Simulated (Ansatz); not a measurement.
## Ga13Sb14H34 (charge +1): geometry relaxation (part 1 of 2)

System: Ga13Sb14H34 (Ga13Sb14 wurtzite other sphere), charge +1.
Method: RKS PBE-D4/def2-SVP (Ansatz 0.2.0).

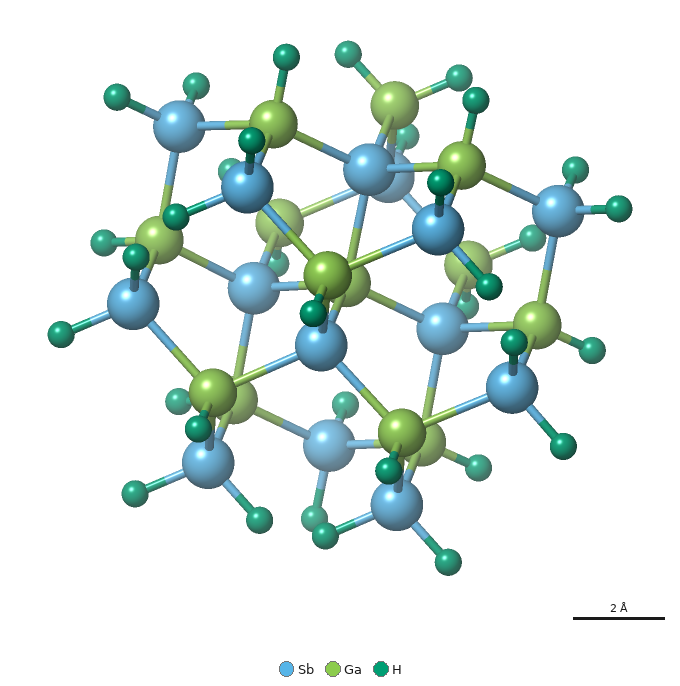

Fig. 1: The input geometry (ball-and-stick view, seen at a tilt). Sticks mark near contacts. Bond lengths as drawn: Ga–H 1.51 to 1.57 Å, Ga–Sb 2.60 to 2.67 Å and H–Sb 1.68 to 1.76 Å.

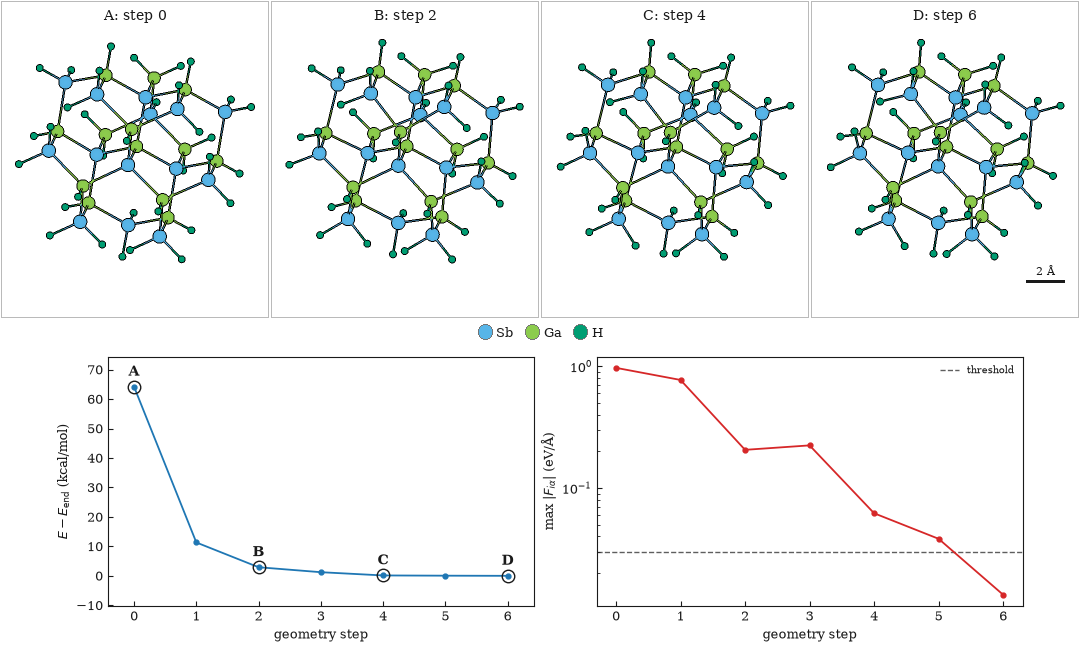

Fig. 2: Frames of the relaxation (ball-and-stick view, seen at a tilt) above the curves, on which the letters mark them (the first geometry is step 0 here and step 1 in the log).

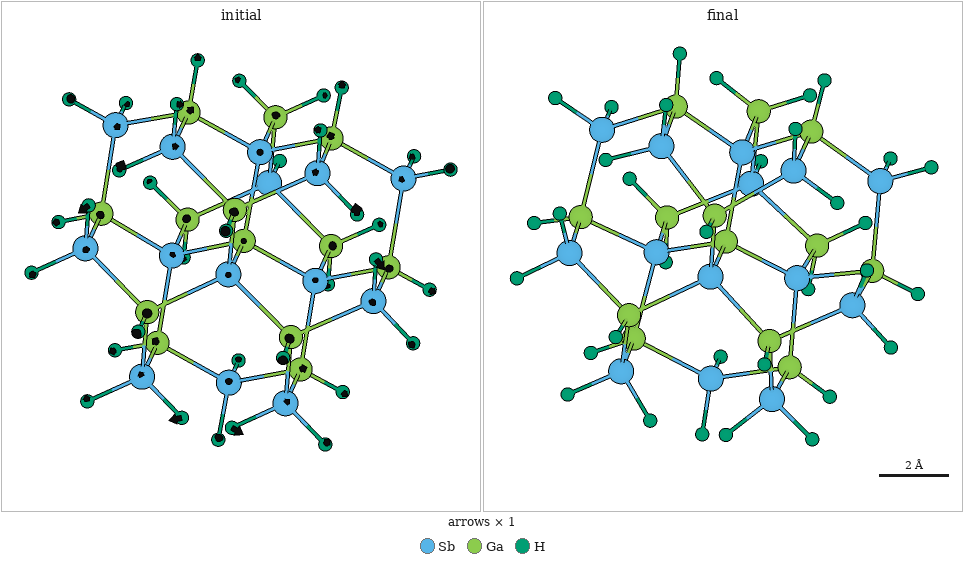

Fig. 3: Before (left) and after (right) the relaxation, at one scale (ball-and-stick view, seen at a tilt). The black arrows give the displacements, at true length. The largest moves after the best rigid fit, 0.42 Å, are those of H33, H47 and H57. By element the largest moves are H 0.42 Å, Ga 0.33 Å, Sb 0.20 Å. Among the contacts that change: Sb14–Ga16 2.644 → 2.759 Å, Sb9–Ga10 2.648 → 2.760 Å, Sb25–Ga26 2.615 → 2.724 Å, Sb23–Ga24 2.662 → 2.759 Å. Among the angles that change: H44–Ga16–H45 109.0° → 124.8°, H55–Ga24–H56 109.6° → 124.8°, Sb20–Ga21–Sb25 109.9° → 94.8°. Over 6 geometry steps the energy falls by 64.2 kcal/mol. Largest force component: 0.97 eV/Å at the start, 0.013 eV/Å at the end. (Atoms are counted from 1 in the order of the input.)

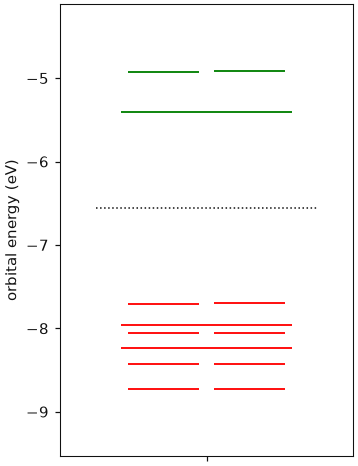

Fig. 4: Orbital energies near the frontier; the dotted line parts filled from empty levels, and levels within 0.02 eV of each other stand side by side. Highest filled −7.70 eV, lowest empty −5.40 eV, 2.30 eV apart.

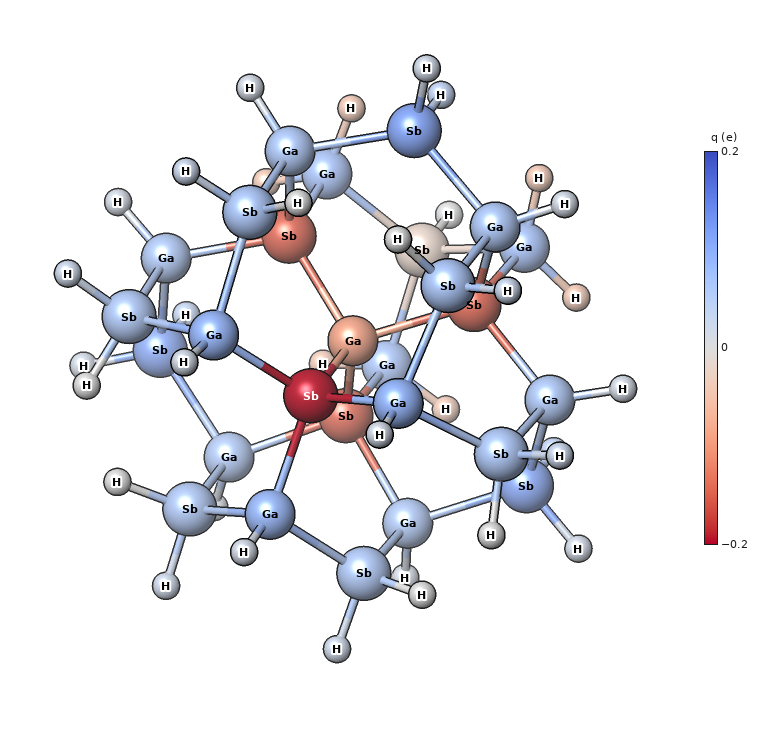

Fig. 5: Mulliken charges, as the colour of each atom (ball-and-stick view, seen at a tilt). By element: Sb −0.19 to +0.11, Ga −0.09 to +0.09 and H −0.05 to +0.04 e.

The input that produced these results follows, with the program's output.

## The input
```yaml
crystal:
  periodic: [false, false, false]
  atoms:
    - {symbol: Sb, position_ang: [-2.151500, -3.723100, -2.301500]}
    - {symbol: Ga, position_ang: [-2.176200, -3.721900, 0.341600]}
    - {symbol: Sb, position_ang: [-4.321400, -2.481600, 1.220900]}
    - {symbol: Sb, position_ang: [-4.308900, 0.000400, -2.298200]}
    - {symbol: Ga, position_ang: [-4.324400, -0.002400, 0.327700]}
    - {symbol: Sb, position_ang: [2.165700, -3.734900, -2.310800]}
    - {symbol: Ga, position_ang: [-0.011700, -2.494200, -3.186800]}
    - {symbol: Ga, position_ang: [2.152500, -3.716100, 0.350000]}
    - {symbol: Sb, position_ang: [-0.040700, -2.518600, 1.212800]}
    - {symbol: Ga, position_ang: [-0.006300, -2.487100, 3.860000]}
    - {symbol: Sb, position_ang: [0.031800, -0.016700, -2.312100]}
    - {symbol: Ga, position_ang: [-2.126000, 1.254900, -3.177000]}
    - {symbol: Ga, position_ang: [-0.007700, -0.024700, 0.337400]}
    - {symbol: Sb, position_ang: [-2.155000, 1.226700, 1.205100]}
    - {symbol: Sb, position_ang: [-0.001100, -0.014200, 4.735700]}
    - {symbol: Ga, position_ang: [-2.155200, 1.245700, 3.849200]}
    - {symbol: Sb, position_ang: [-2.147800, 3.748800, -2.301600]}
    - {symbol: Ga, position_ang: [-2.168900, 3.746400, 0.327400]}
    - {symbol: Sb, position_ang: [4.326500, -2.506400, 1.229100]}
    - {symbol: Sb, position_ang: [4.313100, -0.018700, -2.311200]}
    - {symbol: Ga, position_ang: [2.157500, 1.249200, -3.201600]}
    - {symbol: Ga, position_ang: [4.296700, 0.003000, 0.327900]}
    - {symbol: Sb, position_ang: [2.160200, 1.256600, 1.190700]}
    - {symbol: Ga, position_ang: [2.160500, 1.263500, 3.852300]}
    - {symbol: Sb, position_ang: [2.144500, 3.746800, -2.302600]}
    - {symbol: Ga, position_ang: [2.170100, 3.730300, 0.312700]}
    - {symbol: Sb, position_ang: [-0.001700, 4.973900, 1.227000]}
    - {symbol: H, position_ang: [-2.153800, -5.381600, -2.897700]}
    - {symbol: H, position_ang: [-3.547800, -2.914500, -2.889400]}
    - {symbol: H, position_ang: [-2.156700, -5.180700, 0.855300]}
    - {symbol: H, position_ang: [-5.704600, -3.297300, 0.640600]}
    - {symbol: H, position_ang: [-4.317200, -2.474500, 2.901600]}
    - {symbol: H, position_ang: [-4.315400, -1.621100, -2.901200]}
    - {symbol: H, position_ang: [-5.712700, 0.801000, -2.866800]}
    - {symbol: H, position_ang: [-5.572600, 0.736000, 0.866500]}
    - {symbol: H, position_ang: [2.162400, -5.370200, -2.902500]}
    - {symbol: H, position_ang: [3.587400, -2.926300, -2.890100]}
    - {symbol: H, position_ang: [0.002200, -2.493200, -4.714100]}
    - {symbol: H, position_ang: [2.157200, -5.187200, 0.837500]}
    - {symbol: H, position_ang: [-1.250400, -3.231800, 4.380100]}
    - {symbol: H, position_ang: [1.280300, -3.239100, 4.333100]}
    - {symbol: H, position_ang: [-2.147400, 1.283400, -4.741900]}
    - {symbol: H, position_ang: [-0.018800, 0.008800, 6.444600]}
    - {symbol: H, position_ang: [-3.421700, 0.514000, 4.378100]}
    - {symbol: H, position_ang: [-2.162800, 2.701300, 4.367400]}
    - {symbol: H, position_ang: [-3.573700, 4.541500, -2.894000]}
    - {symbol: H, position_ang: [-0.752200, 4.529400, -2.896200]}
    - {symbol: H, position_ang: [-3.392200, 4.460600, 0.847500]}
    - {symbol: H, position_ang: [5.725400, -3.307400, 0.638600]}
    - {symbol: H, position_ang: [4.319700, -2.486100, 2.918000]}
    - {symbol: H, position_ang: [4.325900, -1.630500, -2.895600]}
    - {symbol: H, position_ang: [5.704200, 0.805000, -2.855400]}
    - {symbol: H, position_ang: [2.139000, 1.247600, -4.759000]}
    - {symbol: H, position_ang: [5.570700, 0.739500, 0.844700]}
    - {symbol: H, position_ang: [3.404600, 0.522700, 4.380600]}
    - {symbol: H, position_ang: [2.166600, 2.726700, 4.373200]}
    - {symbol: H, position_ang: [0.743400, 4.544400, -2.880900]}
    - {symbol: H, position_ang: [3.562700, 4.545800, -2.877200]}
    - {symbol: H, position_ang: [3.389000, 4.473900, 0.839600]}
    - {symbol: H, position_ang: [-0.017600, 4.990200, 2.955100]}
    - {symbol: H, position_ang: [0.007400, 6.604700, 0.628100]}
basis:
  gaussian: {orbitals: def2-SVP, fitting: {mean_field: def2-universal-jkfit}}
total_charge: 1
hamiltonian: {xc: pbe, dispersion: d4}
scf: {lower_state_search: "off"}
output: {orbitals: {seedname: orbitals}}
relax: {f_tol: 0.03, max_steps: 70}
```

Command:
```bash
ansatz run in.yaml --threads 10 --pin off --events-out ev --progress --plain --max-ram 110592MiB --backend cuda --devices 0, --max-vram 75GiB
```

## What the program printed
```
Functional definition: PBE
  name "PBE"
  cite "Perdew, Burke & Ernzerhof, Phys. Rev. Lett. 77, 3865 (1996) doi:10.1103/PhysRevLett.77.3865"
  parent pbe
  parameter kappa = 0.804
  parameter beta = 0.06672455060314922
  exchange = pbe_x(kappa = kappa, mu = beta*pi^2/3)
  correlation = pbe_c(beta = beta)
these checks for a lower state are left out or cut short: stability, starts, cluster_reference, orbital_swaps, neighbouring_geometries, increment
7122 factors; integrals over basis functions are off by at most 3.5e-1 eV
mean field evaluation 1: about -772789.9243 eV, gradient 1.0e2 eV
mean field evaluation 2: about -772479.0376 eV, gradient 2.6e2 eV
mean field evaluation 4: about -772794.9447 eV, gradient 6.0e1 eV
mean field evaluation 8: about -772806.4368 eV, gradient 3.1e0 eV
mean field evaluation 16: about -772806.4699 eV, gradient 6.3e-3 eV
mean field -772806.46989135 eV, -28400.1139414677 hartree, gradient 3.7e-6 eV, S^2 0.000000; 0 other end points of the search recorded, 0 dependent functions left out
the calculation of the forces begins
reference -772806.47001809 eV, -28400.1139461255 hartree; 379, 379 occupied and 571, 571 virtual orbitals, 7122 factors
relax step   1: F+E_penalty+E_count = -772812.83272040 eV  Δ(F+E_penalty+E_count) = +0.000e0 eV  max|allowed force component| = 9.735e-1 eV/Å  Δτ_max = 0.0000 Å  (24 SCF iters, accepted)
these checks for a lower state are left out or cut short: stability, starts, cluster_reference, orbital_swaps, neighbouring_geometries, increment
7122 factors; integrals over basis functions are off by at most 3.5e-1 eV
mean field evaluation 32: about -772808.7748 eV, gradient 7.1e-5 eV
mean field -772808.77480882 eV, -28400.1986456225 hartree, gradient 1.6e-6 eV, S^2 0.000000; 0 other end points of the search recorded, 0 dependent functions left out
the calculation of the forces begins
reference -772808.77493867 eV, -28400.1986503946 hartree; 379, 379 occupied and 571, 571 virtual orbitals, 7122 factors
relax step   2: F+E_penalty+E_count = -772815.12437286 eV  Δ(F+E_penalty+E_count) = -2.292e0 eV  max|allowed force component| = 7.740e-1 eV/Å  Δτ_max = 0.1947 Å  (26 SCF iters, accepted)
these checks for a lower state are left out or cut short: stability, starts, cluster_reference, orbital_swaps, neighbouring_geometries, increment
7122 factors; integrals over basis functions are off by at most 3.5e-1 eV
mean field -772809.25551561 eV, -28400.2163112712 hartree, gradient 2.6e-6 eV, S^2 0.000000; 0 other end points of the search recorded, 0 dependent functions left out
the calculation of the forces begins
reference -772809.25564540 eV, -28400.2163160410 hartree; 379, 379 occupied and 571, 571 virtual orbitals, 7122 factors
```
